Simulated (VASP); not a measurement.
Band structure of AlNi (relaxed from the CuPt structure, space group R-3m). Method: PBEsol GGA, VASP's PBE PAW potentials (set 64) (plane waves; VASP 6.6.1).

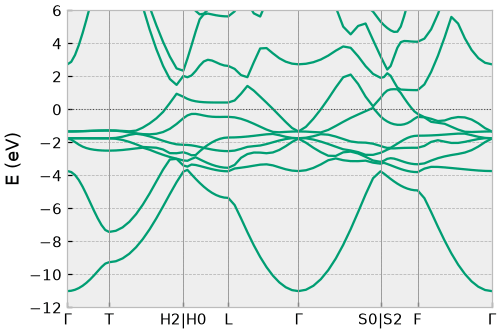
Figure: Bands along high-symmetry lines, zero at the valence-band maximum or, without a gap, the Fermi level

### Question
Read the plot: is there a gap, and where are the band edges?

### Answer
It has no gap at this level: it comes out as a metal or semimetal. (Edges off the drawn lines would not show.)

The structure was generated: AlNi was put into the CuPt type (R-3m), which need not be its known phase. It was relaxed first, which changed the volume by -8 %. The run is not spin-polarised, so no magnetic state was tried. The electron count is odd and the run is not spin-polarised, which forces a metal.
